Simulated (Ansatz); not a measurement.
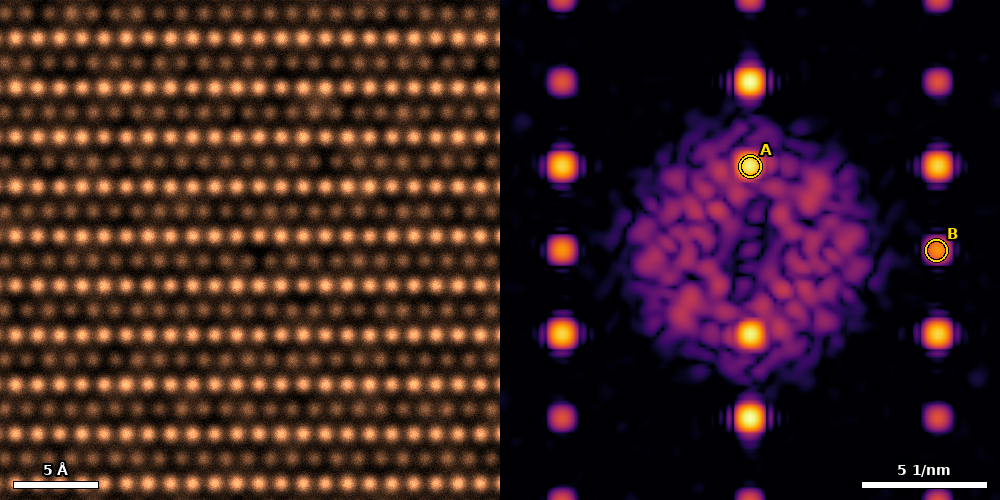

iDPC-like image of a crystal. Simulated as the projected potential of neutral atoms (B = 0.5 Å²) blurred by a 0.55 Å probe, the thin-sample limit of integrated differential phase contrast. Shot noise and the speckle of an amorphous layer were added.

The right panel is the modulus of the image's Fourier transform on a logarithmic scale.

**Which lattice spacings do the marked spots stand for, and what angle do A and B enclose?**

A: 3.0 Å, B: 1.3 Å; A and B enclose about 90°.

The crystal is MoS (Pm-3m, No. 221) along [210]; the spots are (0 0 -1) and (1 -2 0). Structure: the geometry given to an electronic-structure calculation, possibly off equilibrium; the starting structure was generated, so it need not be a known form of this composition.
